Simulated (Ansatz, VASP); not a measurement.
**InSb: VASP beside Ansatz**

Aim: how closely do two programs agree when they are given the same cell, functional and k mesh?

Main program and level: Ansatz 0.2.0; plane waves, with VASP 6.6.1 beside it; band structure at r2SCAN, band structure at LDA, spin-orbit coupling and band structure at r2SCAN, spin-orbit coupling.

## (1) Set-up

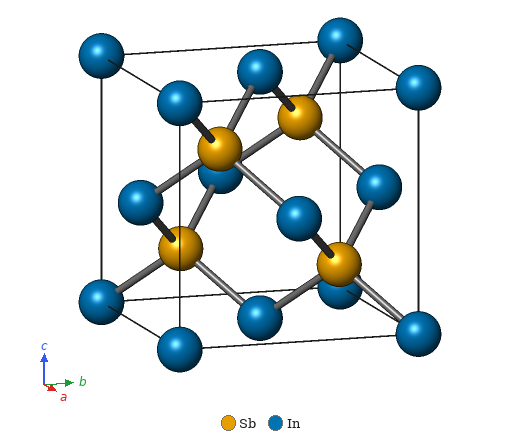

Start, viewed slightly off an axis; antimony orange, indium blue. This picture shows the conventional cell, with its axes. Bonds to atoms that aren't drawn are left out. Some periodic images of atoms are drawn too.

## (2) VASP: band structure, r2SCAN

The same path points are solved in both programs, so levels can be compared one by one.

Lines of VASP's logs that name or quote its potential files are left out, and so is its time.

INCAR reads:

```
SYSTEM = InSb
PREC = Accurate
ENCUT = 350
EDIFF = 1E-06
NELM = 100
ISMEAR = 0
SIGMA = 0.03
LREAL = .FALSE.
ALGO = Normal
METAGGA = R2SCAN
LASPH = .TRUE.
NBANDS = 21
LORBIT = 11
LWAVE = .FALSE.
LCHARG = .FALSE.
KPAR = 4
```

POSCAR reads:

```
InSb
1.0
    0.0000000000      3.2391000000      3.2391000000
    3.2391000000      0.0000000000      3.2391000000
    3.2391000000      3.2391000000      0.0000000000
Sb In
1 1
Direct
    0.7500000000      0.7500000000      0.7500000000
    0.0000000000      0.0000000000      0.0000000000
```

KPOINTS reads:

```
Automatic mesh
0
Gamma
6 6 6
0 0 0
```

KPOINTS_OPT reads:

```
Line mode
10
Line-mode
Reciprocal
  0.00000000   0.00000000   0.00000000 GAMMA
  0.50000000   0.00000000   0.50000000 X

  0.50000000   0.00000000   0.50000000 X
  0.50000000   0.25000000   0.75000000 W

  0.50000000   0.25000000   0.75000000 W
  0.37500000   0.37500000   0.75000000 K

  0.37500000   0.37500000   0.75000000 K
  0.00000000   0.00000000   0.00000000 GAMMA

  0.00000000   0.00000000   0.00000000 GAMMA
  0.50000000   0.50000000   0.50000000 L

  0.50000000   0.50000000   0.50000000 L
  0.62500000   0.25000000   0.62500000 U

  0.62500000   0.25000000   0.62500000 U
  0.50000000   0.25000000   0.75000000 W

  0.50000000   0.25000000   0.75000000 W
  0.50000000   0.50000000   0.50000000 L

  0.50000000   0.50000000   0.50000000 L
  0.37500000   0.37500000   0.75000000 K

  0.62500000   0.25000000   0.62500000 U
  0.50000000   0.00000000   0.50000000 X
```

PAW data sets: Sb and In_d (PBE family, release 64).

Started as:

```sh
$ mpirun -np 4 vasp_std
```

Numbers of over 12 decimals in the logs are rounded to 6 here.

The log of the run:

```text
[banner, memory and clock lines left out]
running    4 mpi-ranks, on    1 nodes
 distrk:  each k-point on    1 cores,    4 groups
 distr:  one band on    1 cores,    1 groups

 POSCAR found type information on POSCAR SbIn
 POSCAR found :  2 types and       2 ions
|                                                                             |
|               ----> ADVICE to this user running VASP <----                  |
|                                                                             |
|     You enforced a specific xc type in the INCAR file but a different       |
|     [... a line on the potential file left out ...]
|     I HOPE YOU KNOW WHAT YOU ARE DOING!                                     |
|                                                                             |

 LDA part: xc-table for (None), standard interpolation
 POSCAR, INCAR and KPOINTS ok, starting setup
 FFT: planning ... GRIDC
 FFT: planning ... GRID_SOFT
 FFT: planning ... GRID
 WAVECAR not read
 entering main loop
       N       E                     dE             d eps       ncg     rms          rms(c)
DAV:   1     0.697741727020E+02    0.69774E+02   -0.63234E+03   672   0.661E+02
DAV:   2    -0.433884593995E+02   -0.11316E+03   -0.10812E+03   715   0.209E+02
DAV:   3    -0.515681436034E+02   -0.81797E+01   -0.81343E+01   829   0.605E+01
DAV:   4    -0.518045122112E+02   -0.23637E+00   -0.23620E+00   825   0.111E+01
DAV:   5    -0.518163863493E+02   -0.11874E-01   -0.11873E-01   958   0.206E+00    0.551E+00
DAV:   6    -0.487342627982E+02    0.30821E+01   -0.11442E+00   848   0.156E+01    0.285E+00
DAV:   7    -0.487251928187E+02    0.90700E-02   -0.62481E-02   762   0.186E+00    0.166E+00
DAV:   8    -0.487317274828E+02   -0.65347E-02   -0.23334E-02   767   0.911E-01    0.523E-01
DAV:   9    -0.487316943728E+02    0.33110E-04   -0.21174E-03   812   0.439E-01    0.144E-01
DAV:  10    -0.487316681204E+02    0.26252E-04   -0.41204E-04   787   0.145E-01    0.462E-02
DAV:  11    -0.487316733477E+02   -0.52273E-05   -0.87190E-05   958   0.991E-02    0.473E-02
DAV:  12    -0.487316686063E+02    0.47414E-05   -0.63641E-06   837   0.207E-02    0.132E-02
DAV:  13    -0.487316672733E+02    0.13330E-05   -0.76031E-06   841   0.315E-02    0.175E-02
DAV:  14    -0.487316669446E+02    0.32864E-06   -0.37218E-07   476   0.505E-03
   1 F= -.48731667E+02 E0= -.48731667E+02  d E =-.363277E-10
 Start KPOINTS_OPT (optional k-point list driver)
k-point batch [1-16\100]
       N       E                     dE             ncg
DAV:   1     0.429370138645E+03   -0.47290E+04      682
DAV:   2    -0.140582644566E+04   -0.18352E+04      702
DAV:   3    -0.155136859353E+04   -0.14554E+03      815
DAV:   4    -0.155555844850E+04   -0.41899E+01      847
DAV:   5    -0.155580048942E+04   -0.24204E+00     1008
DAV:   6    -0.155580381383E+04   -0.33244E-02      830
DAV:   7    -0.155580398429E+04   -0.17046E-03     1082
DAV:   8    -0.155580398608E+04   -0.17951E-05      690
DAV:   9    -0.155580398619E+04   -0.11319E-06      546
[...]
k-point batch [97-100\100]
       N       E                     dE             ncg
DAV:   1     0.553130754386E+04   -0.18937E+04      168
DAV:   2     0.509706879706E+04   -0.43424E+03      168
DAV:   3     0.506616356678E+04   -0.30905E+02      235
DAV:   4     0.506535127168E+04   -0.81230E+00      224
DAV:   5     0.506532254517E+04   -0.28727E-01      243
DAV:   6     0.506532163769E+04   -0.90748E-03      232
DAV:   7     0.506532161119E+04   -0.26504E-04      238
DAV:   8     0.506532161035E+04   -0.83803E-06      192
```

Parts of OUTCAR (step 2):

```text
ion  position               nearest neighbor table
   1  0.750  0.750  0.750-   2 2.81   2 2.81   2 2.81   2 2.81
   2  0.000  0.000  0.000-   1 2.81   1 2.81   1 2.81   1 2.81

  LATTYP: Found a face centered cubic cell.
 ALAT       =     6.4782000000

 Subroutine GETGRP returns: Found 24 space group operations
 (whereof 24 operations were pure point group operations)

The static configuration has the point symmetry T_d .

 Found     16 irreducible k-points:

   k-points           NKPTS =     16   k-points in BZ     NKDIM =     16   number of bands    NBANDS=     21

   dimension x,y,z NGX =    28 NGY =   28 NGZ =   28
   dimension x,y,z NGXF=    56 NGYF=   56 NGZF=   56

   ENCUT  =  350.0 eV  25.72 Ry    5.07 a.u.   6.99  6.99  6.99*2*pi/ulx,y,z

   NELECT =      18.0000    total number of electrons

 k-points in reciprocal lattice and weights: Automatic mesh
   0.00000000  0.00000000  0.00000000       0.005
   0.16666667  0.00000000  0.00000000       0.037
   0.33333333  0.00000000  0.00000000       0.037
   0.50000000  0.00000000  0.00000000       0.019
   0.16666667  0.16666667  0.00000000       0.028
   0.33333333  0.16666667  0.00000000       0.111
   0.50000000  0.16666667  0.00000000       0.111
  -0.33333333  0.16666667  0.00000000       0.111
  -0.16666667  0.16666667  0.00000000       0.056
[...]
-0.33333333  0.33333333  0.16666667       0.111
  -0.33333333  0.50000000  0.16666667       0.056

 average (electrostatic) potential at core
       1 -92.3025       2-101.8516

 E-fermi :   5.0557

 k-point     1 :       0.0000    0.0000    0.0000
  band No.  band energies     occupation
    ...
      5     -10.0660      2.00000
      6      -6.1913      2.00000
      7       4.9332      2.00000
      8       4.9332      2.00000
      9       4.9332      2.00000
     10       5.1721      0.00000
     11       8.1447      0.00000
     12       8.1448      0.00000
     13       8.1448      0.00000
     14      11.1246      0.00000
    ...

 k-point     2 :       0.1667    0.0000    0.0000
  band No.  band energies     occupation
    ...
      5     -10.0665      2.00000
      6      -5.9275      2.00000
      7       2.5087      2.00000
      8       4.5856      2.00000
      9       4.5856      2.00000
     10       6.2248      0.00000
     11       8.6183      0.00000
     12       8.6183      0.00000
     13       8.9930      0.00000
     14      12.2466      0.00000
    ...

 k-point     3 :       0.3333    0.0000    0.0000
  band No.  band energies     occupation
    ...
      5     -10.0659      2.00000
      6      -5.2433      2.00000
      7       0.2180      2.00000
      8       4.0825      2.00000
      9       4.0825      2.00000
     10       5.9314      0.00000
     11       9.0356      0.00000
     12       9.0356      0.00000
     13      11.1628      0.00000
     14      12.1405      0.00000
    ...

  Total        0.6447981      0.6447981      0.6447981     -0.0000000     -0.0000000      0.0000000
  in kB       15.1995688     15.1995688     15.1995688     -0.0000000     -0.0000000      0.0000000
  external PRESSURE =      15.1995688 kB  Pullay stress =       0.0000000 kB

  energy-cutoff  :      350.00
  volume of cell :       67.97
      direct lattice vectors                 reciprocal lattice vectors
     0.000000000  3.239100000  3.239100000    -0.154363867  0.154363867  0.154363867
     3.239100000  0.000000000  3.239100000     0.154363867 -0.154363867  0.154363867
     3.239100000  3.239100000  0.000000000     0.154363867  0.154363867 -0.154363867

 POSITION                                       TOTAL-FORCE (eV/Angst)
 -----------------------------------------------------------------------------------
      4.85865      4.85865      4.85865         0.000000      0.000000      0.000000
      0.00000      0.00000      0.00000        -0.000000     -0.000000     -0.000000
 -----------------------------------------------------------------------------------
    total drift:                               -0.000014     -0.000014     -0.000014

  FREE ENERGIE OF THE ION-ELECTRON SYSTEM (eV)
  ---------------------------------------------------
  free  energy   TOTEN  =       -48.7316669446 eV

  energy  without entropy=      -48.7316669446  energy(sigma->0) =      -48.73166694

 total charge
# of ion       s       p       d       tot
------------------------------------------
    1        1.106   1.368   0.021   2.495
    2        0.855   0.756   9.864  11.476
--------------------------------------------------
tot          1.962   2.125   9.885  13.971

[... 3 further parts left out ...]
```

The run ends at a pressure of 1.52 GPa.

## (3) Ansatz: band structure, r2SCAN

Ansatz runs on its default PAW (the set named soft_2) files.

The same cell, functional, mesh and smearing now go to Ansatz, which takes its cutoff from its data sets.

input.yaml reads:

```yaml
crystal:
  lattice:
    - [0.0, 3.2391, 3.2391]
    - [3.2391, 0.0, 3.2391]
    - [3.2391, 3.2391, 0.0]
  atoms:
    - { symbol: Sb, position: [0.75, 0.75, 0.75] }
    - { symbol: In, position: [0.0, 0.0, 0.0] }
hamiltonian:
  xc: r2scan
  pseudopotentials: { kind: paw }
kpoints:
  mp_grid: { grid: [6, 6, 6] }
  band_path:
    path:
      - [0.0, 0.0, 0.0]
      - [0.16667, 0.0, 0.16667]
      - [0.33333, 0.0, 0.33333]
      - [0.5, 0.0, 0.5]
      - [0.5, 0.08333, 0.58333]
      - [0.5, 0.19444, 0.69444]
      - [0.5, 0.25, 0.75]
      - [0.45833, 0.29167, 0.75]
      - [0.40278, 0.34722, 0.75]
      - [0.375, 0.375, 0.75]
      - [0.20833, 0.20833, 0.41667]
      - [0.08333, 0.08333, 0.16667]
      - [0.0, 0.0, 0.0]
      - [0.22222, 0.22222, 0.22222]
      - [0.38889, 0.38889, 0.38889]
      - [0.51389, 0.47222, 0.51389]
      - [0.55556, 0.38889, 0.55556]
      - [0.61111, 0.27778, 0.61111]
      - [0.61111, 0.25, 0.63889]
      - [0.56944, 0.25, 0.68056]
      - [0.51389, 0.25, 0.73611]
      - [0.5, 0.27778, 0.72222]
      - [0.5, 0.38889, 0.61111]
      - [0.5, 0.47222, 0.52778]
      - [0.48611, 0.48611, 0.52778]
      - [0.43056, 0.43056, 0.63889]
      - [0.38889, 0.38889, 0.72222]
      - [0.59722, 0.19444, 0.59722]
      - [0.55556, 0.11111, 0.55556]
      - [0.5, 0.0, 0.5]
    npoints: 1
scf:
  occupations: { method: gaussian, width: 0.03 }
  n_extra_bands: 7
output:
  forces: true
  stress: true
  eigenvalues: true
```

Started as:

```sh
$ ansatz run input.yaml --threads 2 --pin off --max-ram 4608MiB --backend cpu --events-out ev --progress --plain --runs-dir out
```

The log of the run:

```text
scf.n_extra_bands = 7 over 14 filled bands (N_el = 28.0): the run solves 21 bands
Engine: ansatz 0.2.0, x86_64-unknown-linux-gnu
Pseudopotentials: kind: paw
Pseudopotential: Sb, paw, valence charge 15, recommended cutoff 500 eV (meta_gga), Sb.paw.azcp
Pseudopotential: In, paw, valence charge 13, recommended cutoff 500 eV (meta_gga), In.paw.azcp
Functional definition: r2SCAN
  parameter k0 = 0.174
  parameter k1 = 0.065
  parameter a1 = 4.9479
  exchange = r2scan_x(k0 = k0, k1 = k1, a1 = a1)
  correlation = r2scan_c
Crystal: 2 atoms, lattice volume = 67.968 Å³
Basis set: ecut = 500 eV, 1759 PW (Γ), exchange–correlation on 144×144×144 points (64 copies of the dense FFT grid, shifted against one another)
Bands: 21, of which v1, the nominal top of the filled ones, is band 14 counted from 1 (13 counted from 0)
Symmetry: 24 space group operations
Space group: F-43m (ITA 216), of the structure as read, at distance tolerance 4.1e-5 Å
k-points: 16 of 216 (time reversal used)
Non-local potential: Sb, projectors of the file, l = 0: 2, l = 1: 2, l = 2: 2, l = 3: 2
Non-local potential: In, projectors of the file, l = 0: 2, l = 1: 2, l = 2: 2, l = 3: 2
PAW form: soft (Blöchl's): semilocal exchange-correlation on the pseudo side does not see the compensation charge
PAW frozen core: Sb, regenerated for the run's functional (the file was generated under x = pbe(κ = 0.804, μ = 0.219515), c = pbe(β = 0.066725))
PAW frozen core: In, regenerated for the run's functional (the file was generated under x = pbe(κ = 0.804, μ = 0.219515), c = pbe(β = 0.066725))
PAW one-centre angular grid: Sb, 590 points (default); XC on 160 Gauss nodes
PAW one-centre angular grid: In, 590 points (default); XC on 289 of its mesh's 2783 points in the sphere
Initial density: superposition of atomic densities (neutral atoms: chi_scale 0, normalization atom), corrected by the library's trained network
Initial wavefunctions: pseudopotential atomic-orbital guess
Functional: x = r2scan, c = r2scan; τ floored in thin density (d = 2e-4 eV/Å³)
SCF iter   1: F=—  HF=-12111.401019 eV  |F-HF|=—  |Δ(HF+E_count)|=         —  Δρ=6.21e-3  dr2=1.49e-2  dr2_τ=7.17e-3  ethr=1.77e-3  ⟨swp⟩=6.6  Hψ=1931  notcnv=0
preconditioner: auto → none  [insulator: Δε(μ)=0.178 eV  Ē_g=16.903 eV  σ=0.030 eV  W_gap=1.00  n_scr=14 (ndim 8)  ℏωp=19.1 eV  f_vac=0.112  D(μ)=0.00/eV (n_scr^D=0)  ε∞_Penn≈2.3]
SCF iter   2: F=—  HF=-12111.408839 eV  |F-HF|=—  |Δ(HF+E_count)|=   7.82e-3  Δρ=1.89e-3  dr2=1.54e-3  dr2_τ=6.61e-5  ethr=5.32e-5  ⟨swp⟩=3.0  Hψ=714  notcnv=0  defer=39
SCF iter   3: F=—  HF=-12111.409235 eV  |F-HF|=—  |Δ(HF+E_count)|=   3.96e-4  Δρ=8.96e-4  dr2=2.65e-4  dr2_τ=7.37e-6  ethr=5.51e-6  ⟨swp⟩=2.8  Hψ=449  notcnv=0  defer=39
SCF iter   4: F=—  HF=-12111.409305 eV  |F-HF|=—  |Δ(HF+E_count)|=   7.00e-5  Δρ=1.13e-4  dr2=5.47e-6  dr2_τ=1.41e-7  ethr=9.47e-7  ⟨swp⟩=2.7  Hψ=488  notcnv=0  defer=39
SCF iter   5: F=—  HF=-12111.409303 eV  |F-HF|=—  |Δ(HF+E_count)|=   1.61e-6  Δρ=2.05e-5  dr2=2.11e-7  dr2_τ=7.11e-9  ethr=1.95e-8  ⟨swp⟩=2.0  Hψ=521  notcnv=0  defer=39
SCF iter   6: F=-12111.409303 eV  HF=-12111.409303 eV  |F-HF|=8.51e-9  |Δ(HF+E_count)|=   7.13e-8  Δρ=4.62e-6  dr2=8.54e-9  dr2_τ=3.78e-10  ethr=3.57e-10  ⟨swp⟩=10.2  Hψ=1942  notcnv=0
SCF 1 converged in 6 iterations: F = -12111.409303 eV  dr2 = 8.54e-9
  greatest PAW one-centre occupation: 0.993 electrons in one spin orbital (limit 2), on the Sb atom at site 0 (counted from 0), in its partial waves of l = 2
NSCF: frozen V_eff on 30 k-points
SCF converged after 6 iterations
Free energy (F): -12111.409303 eV
Harris-Foulkes:  -12111.409303 eV  (|F-HF|=8.51e-9)
Internal energy: -12111.409303 eV  (E = F + TS)
E sigma→0 (E₀):  -12111.409303 eV
Fermi energy:    7.327434 eV
--- Per-component energies (eV) ---
  E_band       = -278.912919
  E_kinetic    = 449.984979
  E_local      = -3203.343823  (includes V_loc(G=0)·N_el)
  E_nonlocal   = 731.618655
  E_hartree    = 1380.173483
  E_xc         = -328.028682
  E_vxc        = -209.178650  (∫ρ·V_xc dr)
  E_paw        = -8788.032921  (= ΣΔE_a)
  E_vpaw       = -822.698463  (= ΣTr[D̂ρ^β])
  E_aug_tail   = 0.000007  (compensation charges beyond the density's cutoff)
  E_vtau       = 14.355420  (kinetic-family band-sum trace: ∫τ·v_τ [+ j·A + Jᵃ·Aᵃ] dr)
  E_ewald      = -2355.252583
  E_core_change = 1.471583  (= ΣΔE_core)
  E_smearing   = -0.000000  (= −TS)
  E_closure    = -0.000000  (closes the sum)
  Σ components = -12111.409303   (vs F -12111.409303, Δ=0.00e0)
--- Forces (eV/Å), atoms counted from 1 ---
  atom   1  Sb     0.00000000     0.00000000     0.00000000
  atom   2  In    -0.00000000     0.00000000     0.00000000
  max |Σ_I F_I| component: 3.70e-17 eV/Å
--- Stress (GPa, compression-positive) ---
        1.676831       0.000000      -0.000000
        0.000000       1.676831       0.000000
       -0.000000       0.000000       1.676831
  P = ⅓ Tr σ = 1.6768 GPa (16.768 kbar)
--- Band table (eV; the first three rows and the last of 16) ---
  k-point 0: bands = [... 10 lower, -3.9122, 7.2050, 7.2050, 7.2050, 7.4459, 10.4313, 10.4313, 10.4313, ... 3 higher]
  k-point 1: bands = [... 10 lower, -3.6488, 4.7868, 6.8594, 6.8594, 8.5015, 10.9047, 10.9047, 11.2746, ... 3 higher]
  k-point 2: bands = [... 10 lower, -2.9661, 2.5019, 6.3584, 6.3584, 8.2110, 11.3236, 11.3236, 13.4429, ... 3 higher]
  k-point 15: bands = [... 10 lower, -1.7874, 1.2352, 4.3774, 4.4856, 10.1703, 10.2201, 13.3439, 13.5666, ... 3 higher]
```

It took 5 s on 2 threads of AMD EPYC 7R43, shared host; peak memory 0.59 GiB.

## (4) Differences

Known differences besides the PAW data sets themselves: VASP keeps PBE cores, Ansatz makes them for the functional; the data sets hold 28 valence electrons in Ansatz (default PAW (the set named soft_2) files) and 18 in VASP; the cutoff is 500 eV in Ansatz and 350 eV in VASP. Total energies have different zeros and are not compared.

Both answers:

```csv
quantity,Ansatz,VASP,difference
pressure (GPa),1.68,1.52,+0.16
gap over the path points (eV),0.241,0.239,+0.002
```

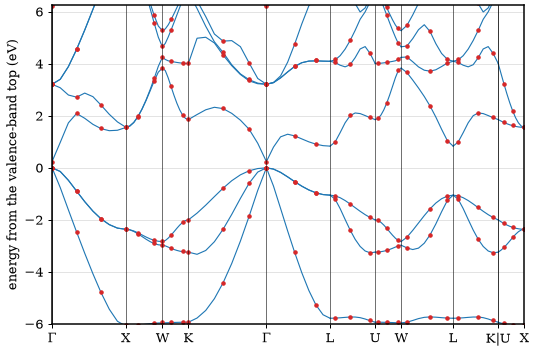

Bands from VASP (lines) and levels from Ansatz (dots). Dots without a line are higher empty bands that the VASP plot leaves out.

Levels at points of the path, from each program's valence-band top (eV; 4 filled, then empty):

```csv
k (reciprocal lattice),Ansatz,VASP
0.000 0.000 0.000,-11.12 0.00 0.00 0.00 0.24 3.23 3.23,-11.12 0.00 0.00 0.00 0.24 3.21 3.21
0.167 0.000 0.167,-10.76 -2.46 -0.89 -0.89 2.09 2.73 4.57,-10.77 -2.46 -0.89 -0.89 2.09 2.72 4.55
0.333 0.000 0.333,-9.82 -4.79 -1.96 -1.96 1.52 2.42 6.93,-9.82 -4.80 -1.96 -1.96 1.51 2.41 6.90
0.500 0.000 0.500,-9.02 -6.06 -2.35 -2.35 1.56 1.58 8.77,-9.02 -6.08 -2.36 -2.36 1.55 1.56 8.74
0.500 0.083 0.583,-9.01 -6.03 -2.53 -2.49 1.97 1.98 7.83,-9.01 -6.05 -2.53 -2.50 1.96 1.97 7.81
0.500 0.194 0.694,-8.99 -5.95 -2.90 -2.77 3.35 3.45 5.57,-8.98 -5.97 -2.91 -2.79 3.34 3.44 5.56
0.500 0.250 0.750,-8.98 -5.94 -2.96 -2.82 3.84 4.26 4.67,-8.98 -5.96 -2.97 -2.83 3.83 4.25 4.65
0.458 0.292 0.750,-9.01 -5.93 -3.08 -2.58 3.13 4.10 5.31,-9.01 -5.95 -3.09 -2.59 3.12 4.09 5.29
0.403 0.347 0.750,-9.05 -5.92 -3.21 -2.09 2.04 4.03 6.47,-9.05 -5.93 -3.22 -2.10 2.03 4.02 6.45
0.375 0.375 0.750,-9.06 -5.91 -3.23 -1.99 1.86 4.02 6.77,-9.06 -5.93 -3.24 -2.00 1.85 4.01 6.75
```

Among the levels compared (up to four filled and three empty ones at each point), filled levels agree within 21 meV and empty ones within 29 meV.

[end of part 1 of 2]

[Lines on the potential files, build, host, timing and source positions are cut from VASP's logs without a mark.]

[Logs are printed without paths, hosts, clocks, repeated set-up lines and the standing remarks that a program may print on its own settings, such as how far it seeks lower states.]

[Hosts, paths, dates, database ids (printed as entryN), source tags and the programs' standing remarks are cut or masked in the printed files.]
